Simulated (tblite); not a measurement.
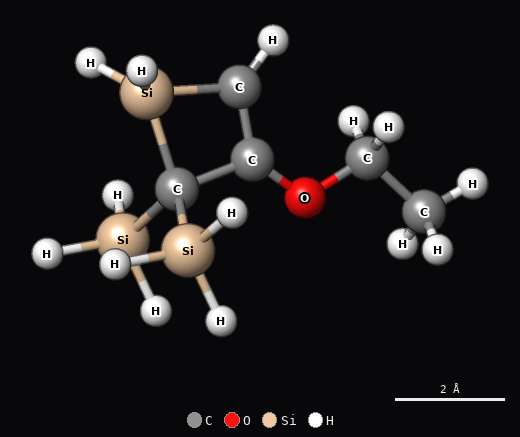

Starting structure of C5H14OSi3. The picture is a ball-and-stick view, seen from a free direction.

Method: tblite 0.8.0, GFN2-xTB geometry optimisation, gas phase.

```xyz
23

C     3.4168    0.1779   -1.0354
C     2.1852   -0.6890   -0.8066
O     1.1420    0.1360   -0.3288
C     0.0280   -0.4618   -0.0956
C    -0.4112   -1.7599   -0.1521
Si   -2.1495   -1.4873    0.4224
C    -1.3032    0.2119    0.4346
Si   -2.0246    1.5195   -0.8491
Si   -1.0660    1.0115    2.2280
H     3.1816    0.9585   -1.7670
H     3.7001    0.6884   -0.1128
H     4.2480   -0.4184   -1.3924
H     1.9032   -1.1800   -1.7282
H     2.4395   -1.4566   -0.0497
H     0.0890   -2.6639   -0.4625
H    -2.4159   -2.1035    1.7593
H    -3.1548   -1.7145   -0.6328
H    -2.1334    0.9157   -2.2119
H    -1.1931    2.7424   -0.9061
H    -3.3935    1.9075   -0.4182
H    -0.2382    2.2467    2.1658
H    -2.4062    1.3909    2.7652
H    -0.4485    0.0550    3.1841
```

> Predict the outcome.

Over 68 geometry steps the energy falls by 48.5 kJ/mol. The largest move after the best rigid fit is that of H21, 0.28 Å. Largest moves by element: H 0.28 Å, C 0.18 Å, Si 0.14 Å, O 0.12 Å. Near-neighbour distances that change, for instance: C4–C7 1.583 → 1.495 Å, C7–Si9 1.978 → 1.897 Å, C7–Si8 1.969 → 1.897 Å, O3–C4 1.286 → 1.343 Å. Among the angles between lasting bonds that change: C5–C4–C7 98.5° → 107.3°, Si6–C5–H15 130.4° → 138.5°, O3–C4–C7 126.3° → 119.7°. The run took 0.85 s on 1 thread of Arm Neoverse V1, with other jobs on the host.

Final geometry:

```xyz
23

C     3.3031    0.3086   -0.9809
C     2.1332   -0.6375   -0.7691
O     1.0298    0.1188   -0.3017
C    -0.1078   -0.5506   -0.0549
C    -0.4509   -1.8502   -0.1586
Si   -2.1926   -1.5497    0.4331
C    -1.3101    0.1883    0.4397
Si   -1.8953    1.4613   -0.8392
Si   -0.9691    0.9798    2.1295
H     3.0373    1.0700   -1.7098
H     3.5570    0.7991   -0.0448
H     4.1669   -0.2432   -1.3409
H     1.8626   -1.1370   -1.7097
H     2.3870   -1.4098   -0.0297
H     0.1596   -2.6754   -0.4838
H    -2.5853   -2.0548    1.7485
H    -3.2931   -1.6871   -0.5207
H    -1.9946    0.8258   -2.1591
H    -0.9658    2.5884   -0.9417
H    -3.2192    1.9494   -0.4428
H    -0.0434    2.1091    2.0190
H    -2.2397    1.4389    2.6972
H    -0.3743   -0.0152    3.0304
```

After the run, drawn alike:

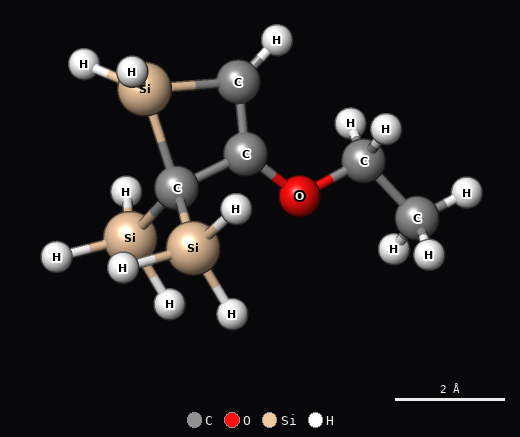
